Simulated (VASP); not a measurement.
Band structure of CrO2 (rutile). Calculation: PBE GGA with D4 dispersion, VASP's PBE PAW potentials (set 64) (plane waves; VASP).

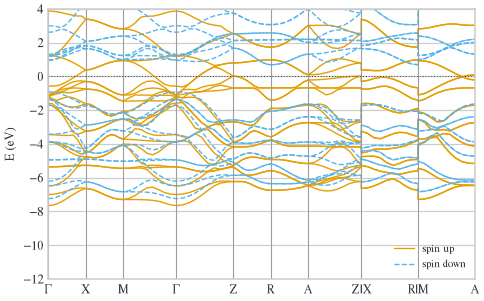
Figure: Bands along high-symmetry lines, zero at the valence-band maximum or, without a gap, the Fermi level

Task: Read the plot: is there a gap, and where are the band edges?

Result: It has no gap at this level: it comes out as a metal or semimetal. (Edges off the drawn lines would not show.)

The compound is CrO2 in the rutile structure. It was relaxed first.
